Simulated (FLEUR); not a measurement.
# Collinear magnetic orders of NiO with FLEUR, part 2 of 3

Aim: find out whether NiO carries moments, and which collinear order costs least.

FLEUR MaX-R8.1; PBE with U = 6 eV on Ni d; all-electron FLAPW, Dirac cores, scalar-relativistic bands.

So far, largest spin moment in the muffin-tin sphere (μB): step 2 (start 1: ferro +) 1.79.

### Step 3. Run 2 (antiferro q=(0,1/2,1/2) +-)

Reversing part of the moments tests the sign of the couplings between them.

This order needs a doubled cell of 4 atoms. The mesh is halved along the doubled vector, so that both cells sample the same points. The k list default-1 (kpts.xml, not shown) is a Γ-centred 10×5×10 mesh.

inp.xml reads:

```
<?xml version="1.0" encoding="UTF-8" standalone="no"?>
<fleurInput fleurInputVersion="0.39">
   <comment>
      NiO
   </comment>
   <calculationSetup>
      <cutoffs Kmax="4.32" Gmax="13.0" GmaxXC="13.0" numbands="0"/>
      <scfLoop itmax="120" minDistance="0.0001" maxIterBroyd="15" imix="Anderson" alpha="0.05" precondParam="0.0" spinf="2.0" sdNocoIR="T"/>
      <coreElectrons ctail="T" frcor="F" kcrel="0" coretail_lmax="0"/>
      <xcFunctional name="pbe" relativisticCorrections="F"/>
      <magnetism jspins="2"/>
      <soc l_soc="F" theta="0.0" phi="0.0" spav="F"/>
      <expertModes spex="0" secvar="F"/>
      <geometryOptimization l_f="F" forcealpha="1.0" forcemix="BFGS" epsdisp="0.00001" epsforce="0.00001"/>
      <ldaU l_linMix="F" mixParam="0.05" spinf="1.0"/>
   </calculationSetup>
   <cell>
      <bzIntegration valenceElectrons="48.0" mode="hist" fermiSmearingEnergy="0.00183747">
         <kPointListSelection listName="default-1"/>
         <xi:include xmlns:xi="http://www.w3.org/2001/XInclude" href="kpts.xml"> </xi:include>
      </bzIntegration>
      <xi:include xmlns:xi="http://www.w3.org/2001/XInclude" href="sym.xml"> </xi:include>
      <bulkLattice scale="1.0">
         <bravaisMatrix>
            <row-1>    0.0000000000000000     3.9417828250996005     3.9417828250996005</row-1>
            <row-2>    7.8835656501992011     0.0000000000000000     7.8835656501992011</row-2>
            <row-3>    7.8835656501992011     3.9417828250996005     3.9417828250996005</row-3>
         </bravaisMatrix>
      </bulkLattice>
   </cell>
   <atomSpecies>
      <species name="Nickel (Ni2.000" element="Ni" atomicNumber="28">
         <mtSphere radius="2.46" gridPoints="813" logIncrement="0.015"/>
         <atomicCutoffs lmax="10" lnonsphr="8"/>
         <electronConfig flipSpins="F">
            <coreConfig>(1s1/2) (2s1/2) (2p1/2) (2p3/2)</coreConfig>
            <valenceConfig>(3s1/2) (3p1/2) (3p3/2) (4s1/2) (3d3/2) (3d5/2)</valenceConfig>
            <stateOccupation state="(3d3/2)" spinUp="2.0" spinDown="1.2"/>
            <stateOccupation state="(3d5/2)" spinUp="3.0" spinDown="1.8"/>
         </electronConfig>
         <energyParameters s="4" p="4" d="3" f="4"/>
         <ldaU l="2" U="6.0" J="0.0" l_amf="F"/>
         <lo type="SCLO" l="0" n="3" eDeriv="0"/>
         <lo type="SCLO" l="1" n="3" eDeriv="0"/>
      </species>
      <species name="Nickel (Ni-2.000" element="Ni" atomicNumber="28">
         <mtSphere radius="2.46" gridPoints="813" logIncrement="0.015"/>
         <atomicCutoffs lmax="10" lnonsphr="8"/>
         <electronConfig flipSpins="F">
            <coreConfig>(1s1/2) (2s1/2) (2p1/2) (2p3/2)</coreConfig>
            <valenceConfig>(3s1/2) (3p1/2) (3p3/2) (4s1/2) (3d3/2) (3d5/2)</valenceConfig>
            <stateOccupation state="(3d3/2)" spinUp="1.2" spinDown="2.0"/>
            <stateOccupation state="(3d5/2)" spinUp="1.8" spinDown="3.0"/>
         </electronConfig>
         <energyParameters s="4" p="4" d="3" f="4"/>
         <ldaU l="2" U="6.0" J="0.0" l_amf="F"/>
         <lo type="SCLO" l="0" n="3" eDeriv="0"/>
         <lo type="SCLO" l="1" n="3" eDeriv="0"/>
      </species>
      <species name="Oxygen (O)" element="O" atomicNumber="8">
         <mtSphere radius="1.39" gridPoints="461" logIncrement="0.023"/>
         <atomicCutoffs lmax="6" lnonsphr="4"/>
         <electronConfig flipSpins="F">
            <coreConfig>(1s1/2)</coreConfig>
            <valenceConfig>(2s1/2) (2p1/2) (2p3/2)</valenceConfig>
            <stateOccupation state="(2p1/2)" spinUp="0.666667" spinDown="0.666667"/>
            <stateOccupation state="(2p3/2)" spinUp="1.333333" spinDown="1.333333"/>
         </electronConfig>
         <energyParameters s="2" p="2" d="3" f="4"/>
      </species>
   </atomSpecies>
   <atomGroups>
      <atomGroup species="Nickel (Ni2.000">
         <relPos label="                   1">.0000000000 .0000000000 .0000000000</relPos>
         <force calculate="T" relaxXYZ="TTT"/>
      </atomGroup>
      <atomGroup species="Nickel (Ni-2.000">
         <relPos label="                   2">.0000000000 1.000/2.000 .0000000000</relPos>
         <force calculate="T" relaxXYZ="TTT"/>
      </atomGroup>
      <atomGroup species="Oxygen (O)">
         <relPos label="                   3">1.000/2.000 .0000000000 1.000/2.000</relPos>
         <force calculate="T" relaxXYZ="TTT"/>
      </atomGroup>
      <atomGroup species="Oxygen (O)">
         <relPos label="                   4">1.000/2.000 1.000/2.000 1.000/2.000</relPos>
         <force calculate="T" relaxXYZ="TTT"/>
      </atomGroup>
   </atomGroups>
   <output dos="F" band="F" slice="F">
      <bandDOS minEnergy="-.5*Htr" maxEnergy="0.5*Htr" sigma="0.015" storeEVData="T"/>
      <plotting iplot="0" polar="F">
         <plot TwoD="T" vec1="  1.0  0.0  0.0" vec2="  0.0  1.0  0.0" vec3="  0.0  0.0  1.0" zero="  0.0  0.0  0.0" file="plot"/>
      </plotting>
      <moessbauerParams electricFieldGradient="F" isomerShift="F" coreHyperfine="F" valenceHyperfine="F"/>
   </output>
</fleurInput>
```

crystal.txt reads:

```
NiO
&input film=F cartesian=F /
0.00000000000  2.08590164140  2.08590164140
4.17180328280  0.00000000000  4.17180328280
4.17180328280  2.08590164140  2.08590164140
1.8897261246
1.0 1.0 1.0

4
28 0.00000000000  0.00000000000  0.00000000000 : 2.000
28 0.00000000000  0.50000000000  0.00000000000 : -2.000
8 0.50000000000  0.00000000000  0.50000000000
8 0.50000000000  0.50000000000  0.50000000000

&kpt div1=10 div2=5 div3=10 gamma=T /
```

Command:

```sh
$ OMP_NUM_THREADS=1 inpgen -f crystal.txt > inpgen.log  # inp.xml is then edited as shown
$ OMP_NUM_THREADS=1 mpirun -n 4 fleur_MPI > fleur.log
```

Log:

```text
[banner, memory and clock lines left out]
Welcome to FLEUR        (www.flapw.de)
      MaX-Release 8.1          (www.max-centre.eu)

 ========== k-point set info ==========
 Selected k-point list: default-1
 k-point list type: mesh
 0 x 0 x 0
 Number of k points: 144

 ------------Calculation Setup---------------------------
 Number of PE/node        :            4
 Number of OMP-threads    :            1
 k-points in parallel     :            4
 pe's per k-point         :            1
 No of k-point loops      :           36
 Eigenvalue solver        :       lapack
 Number of basis functions:          372
 Approximate size of matrices (H+S) per k-point:         0.002 GB
 no density matrix found ... skipping LDA+U
 Reset of history
 Iteration:     1   Distance:      32.63066108 me/bohr^3
 Iteration:     2   Distance:      39.67593771 me/bohr^3
 Iteration:     3   Distance:      36.88727675 me/bohr^3
 Iteration:     4   Distance:      20.30372834 me/bohr^3
 Iteration:     5   Distance:      11.29547178 me/bohr^3
 Iteration:     6   Distance:       8.82595205 me/bohr^3
 Iteration:     7   Distance:       1.55950786 me/bohr^3
 Iteration:     8   Distance:       1.22498949 me/bohr^3
 Iteration:     9   Distance:       0.29301725 me/bohr^3
 Iteration:    10   Distance:       0.28987807 me/bohr^3
 Iteration:    11   Distance:       0.06125912 me/bohr^3
 Iteration:    12   Distance:       0.04135693 me/bohr^3
 Iteration:    13   Distance:       0.00311754 me/bohr^3
 Iteration:    14   Distance:       0.00538461 me/bohr^3
 Iteration:    15   Distance:       0.00036062 me/bohr^3
 Iteration:    16   Distance:       0.00034291 me/bohr^3
 Iteration:    17   Distance:       0.00033032 me/bohr^3
 Iteration:    18   Distance:       0.00019560 me/bohr^3
 Iteration:    19   Distance:       0.00009432 me/bohr^3

 ********************************************************************
 Run finished successfully
 Stop message:
   all done
 ********************************************************************

--- out.xml (last complete iteration) ---
<iteration numberForCurrentRun="   19" overallNumber="   19">
         [... left out ...]
         <bandgap value="2.5181849957" units="eV"/>
         <sumValenceSingleParticleEnergies value="-35.7749091163" units="Htr"/>
         <FermiEnergy value="0.2957541586" units="Htr"/>
         <valenceDensity>
            <mtCharges spin="1">
               <mtCharge atomType="1" total="9.5602703" s="1.2042441" p="3.2595173" d="5.0154347" f="0.0565964"/>
               <mtCharge atomType="2" total="7.7609215" s="1.1878373" p="3.2410639" d="3.2529130" f="0.0556666"/>
               <mtCharge atomType="3" total="2.2031614" s="0.6822842" p="1.5179628" d="0.0024693" f="0.0003703"/>
               <mtCharge atomType="4" total="2.2636080" s="0.6892410" p="1.5708731" d="0.0029950" f="0.0004151"/>
            </mtCharges>
            <mtCharges spin="2">
               <mtCharge atomType="1" total="7.7609215" s="1.1878373" p="3.2410639" d="3.2529130" f="0.0556666"/>
               <mtCharge atomType="2" total="9.5602703" s="1.2042441" p="3.2595173" d="5.0154347" f="0.0565964"/>
               <mtCharge atomType="3" total="2.2636080" s="0.6892410" p="1.5708731" d="0.0029950" f="0.0004151"/>
               <mtCharge atomType="4" total="2.2031614" s="0.6822842" p="1.5179628" d="0.0024693" f="0.0003703"/>
            </mtCharges>
            <spinDependentCharge spin="1" total="24.0000000" interstitial="2.2120389" mtSpheres="21.7879611"/>
            <spinDependentCharge spin="2" total="24.0000000" interstitial="2.2120389" mtSpheres="21.7879611"/>
            <totalCharge value="48.0000000000"/>
         </valenceDensity>
         [... left out ...]
         <magneticMomentsInMTSpheres units="muBohr">
            <globalMagMoment atomType="1" vec="0.00000   0.00000   1.79935"/>
            <localMagMoment atomType="1" vec="0.00000   0.00000   1.79935"/>
            <globalMagMoment atomType="2" vec="0.00000   0.00000  -1.79935"/>
            <localMagMoment atomType="2" vec="0.00000   0.00000  -1.79935"/>
            <globalMagMoment atomType="3" vec="0.00000   0.00000  -0.06045"/>
            <localMagMoment atomType="3" vec="0.00000   0.00000  -0.06045"/>
            <globalMagMoment atomType="4" vec="0.00000   0.00000   0.06045"/>
            <localMagMoment atomType="4" vec="0.00000   0.00000   0.06045"/>
         </magneticMomentsInMTSpheres>
         [... left out ...]
         <totalEnergy value="    -3191.9923771079" units="Htr">
            <sumOfEigenvalues value="    -1820.5617666813">
               <coreElectrons value="-1784.7868575649"/>
               <valenceElectrons value="-35.7749091163"/>
            </sumOfEigenvalues>
            <densityCoulombPotentialIntegral value="-4871.9812818377"/>
            <densityEffectivePotentialIntegral value="-5059.3096127483"/>
            <chargeDenXCDenIntegral value="-144.3743743774"/>
            <FockExchangeEnergyValence value="0.0000000000"/>
            <FockExchangeEnergyCore value="0.0000000000"/>
         [... left out ...]
            <dftUCorrection value="-1.7548338150"/>
            <tkbTimesEntropy value="0.0000000000"/>
            <freeEnergy value="-3191.9923771079"/>
            <extrapolationTo0K value="-3191.9923771079"/>
         </totalEnergy>
         [... left out ...]
         <ldaUDensityMatrixConvergence>
            <distance spin="1" distance="0.000001"/>
            <distance spin="2" distance="0.000001"/>
         </ldaUDensityMatrixConvergence>
         <densityConvergence units="me/bohr^3">
            <chargeDensity spin="1" distance="0.0000488462"/>
            <chargeDensity spin="2" distance="0.0000488462"/>
            <overallChargeDensity distance="0.0000943216"/>
            <spinDensity distance="0.0000254411"/>
         </densityConvergence>
      </iteration>
```

The job ended after 93 s (4 MPI ranks of Intel Xeon Platinum 8488C (Sapphire Rapids), shared host; peak memory 0.44 GiB).

Spin moment in the muffin-tin sphere by atom:

```
atom  spin moment in the muffin-tin sphere (μB)
 Ni1                                       1.80
 Ni2                                      -1.80
  O3                                      -0.06
  O4                                       0.06
```

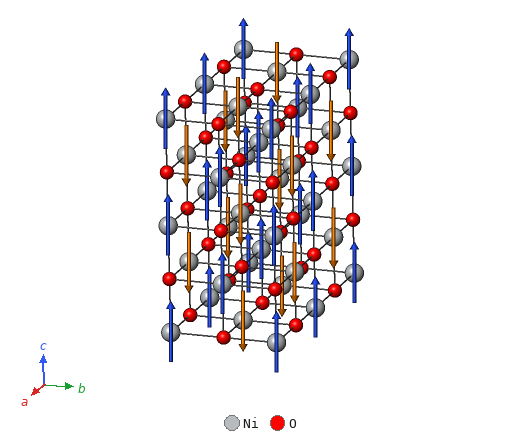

Spin moment in the muffin-tin sphere as arrows, the longest 1.80 μB. Up and down stand for the sign. Arrows give size and sign along the axis of quantisation, drawn up and down the page. The two directions have two colours. 2×1×2 conventional cells are drawn. Some periodic images of atoms are drawn too.

Numbers from this step:

* free energy: -86858.5375 eV
* program's band gap on this mesh (in a metal only a level spacing): 2.518 eV
* magnetization: 0 μB
* final state: antiferromagnetic

It lies 9.30 meV a seeded atom over the first start, and its largest moment is 1.80 μB against 1.79 μB.

### Step 4. Run 3 (antiferro q=(0,0,1/2) +-)

Another pattern of signs weighs the neighbour shells otherwise.

The cell is doubled to 4 atoms to hold this order. The mesh is halved along the doubled vector, so that both cells sample the same points. The k list default-1 (kpts.xml, not shown) is a Γ-centred 10×10×5 mesh.

Changes to inp.xml since step 3:

```diff
@@ -25,4 +25,4 @@
             <row-1>    0.0000000000000000     3.9417828250996005     3.9417828250996005</row-1>
-            <row-2>    7.8835656501992011     0.0000000000000000     7.8835656501992011</row-2>
-            <row-3>    7.8835656501992011     3.9417828250996005     3.9417828250996005</row-3>
+            <row-2>    3.9417828250996005     0.0000000000000000     3.9417828250996005</row-2>
+            <row-3>    7.8835656501992011     7.8835656501992011     0.0000000000000000</row-3>
          </bravaisMatrix>
@@ -77,3 +77,3 @@
       <atomGroup species="Nickel (Ni-2.000">
-         <relPos label="                   2">.0000000000 1.000/2.000 .0000000000</relPos>
+         <relPos label="                   2">.0000000000 .0000000000 1.000/2.000</relPos>
          <force calculate="T" relaxXYZ="TTT"/>
@@ -81,7 +81,4 @@
       <atomGroup species="Oxygen (O)">
-         <relPos label="                   3">1.000/2.000 .0000000000 1.000/2.000</relPos>
-         <force calculate="T" relaxXYZ="TTT"/>
-      </atomGroup>
-      <atomGroup species="Oxygen (O)">
-         <relPos label="                   4">1.000/2.000 1.000/2.000 1.000/2.000</relPos>
+         <relPos label="                   3">1.000/2.000 1.000/2.000 1.000/4.000</relPos>
+         <relPos label="                   4">1.000/2.000 1.000/2.000 -1.000/4.000</relPos>
          <force calculate="T" relaxXYZ="TTT"/>
```

crystal.txt reads:

```
NiO
&input film=F cartesian=F /
0.00000000000  2.08590164140  2.08590164140
2.08590164140  0.00000000000  2.08590164140
4.17180328280  4.17180328280  0.00000000000
1.8897261246
1.0 1.0 1.0

4
28 0.00000000000  0.00000000000  0.00000000000 : 2.000
28 0.00000000000  0.00000000000  0.50000000000 : -2.000
8 0.50000000000  0.50000000000  0.25000000000
8 0.50000000000  0.50000000000  0.75000000000

&kpt div1=10 div2=10 div3=5 gamma=T /
```

Log:

```text
[banner, memory and clock lines left out]
Welcome to FLEUR        (www.flapw.de)
      MaX-Release 8.1          (www.max-centre.eu)

 ========== k-point set info ==========
 Selected k-point list: default-1
 k-point list type: mesh
 0 x 0 x 0
 Number of k points: 144

 [... set-up left out ...]
 no density matrix found ... skipping LDA+U
 Reset of history
 Iteration:     1   Distance:      37.00633194 me/bohr^3
 Iteration:     2   Distance:      39.31411571 me/bohr^3
 Iteration:     3   Distance:      36.48838093 me/bohr^3
[...]
[... left out ...]
            <freeEnergy value="-3191.9993236045"/>
            <extrapolationTo0K value="-3191.9993236045"/>
         </totalEnergy>
         [... left out ...]
         <ldaUDensityMatrixConvergence>
            <distance spin="1" distance="0.000000"/>
            <distance spin="2" distance="0.000000"/>
         </ldaUDensityMatrixConvergence>
         <densityConvergence units="me/bohr^3">
            <chargeDensity spin="1" distance="0.0000072492"/>
            <chargeDensity spin="2" distance="0.0000072194"/>
            <overallChargeDensity distance="0.0000078101"/>
            <spinDensity distance="0.0000121797"/>
         </densityConvergence>
      </iteration>
```

It took 1.8 min on 4 MPI ranks; peak memory 0.4 GiB; 7.2 min of CPU time.

Spin moment in the muffin-tin sphere by atom:

```
atom  spin moment in the muffin-tin sphere (μB)
 Ni1                                       1.70
 Ni2                                      -1.70
  O3                                       0.00
  O4                                       0.00
```

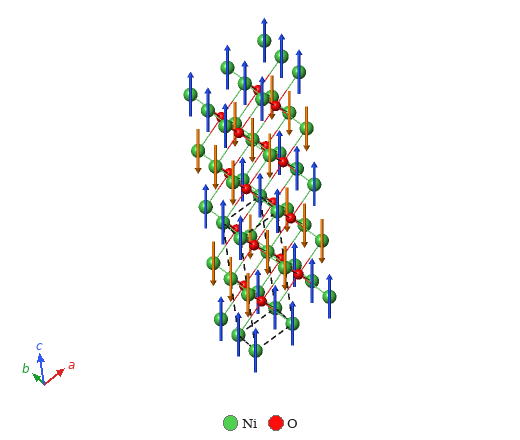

Spin moment in the muffin-tin sphere as arrows, the longest 1.70 μB. Up and down stand for the sign. Arrows give size and sign along the axis of quantisation, drawn up and down the page. The two directions have two colours. Bonds to atoms that aren't drawn are left out. 2×2×2 cells are drawn. Some periodic images of atoms are drawn too.

This step gave:

| Quantity | Value |
| --- | --- |
| free energy | -86858.7265 eV |
| program's band gap on this mesh (in a metal only a level spacing) | 3.408 eV |
| magnetization | 0 μB |
| final state | antiferromagnetic |

It lies 85.2 meV a seeded atom under the first start, and its largest moment is 1.70 μB against 1.79 μB.

(Continued in part 3 of 3.)

[Logs and program files are shortened in this print: banners, set-up blocks, solver, clock and traceback lines can be left out without a mark of their own.]

[Logs are printed without paths, hosts, clocks, repeated set-up lines and the standing remarks that a program may print on its own settings, such as how far it seeks lower states.]

[Hosts, paths, dates, database ids (printed as entryN), source tags and the programs' standing remarks are cut or masked in the printed files.]

[Where a cell is said to come from a database of computed structures, the database is the Materials Project.]
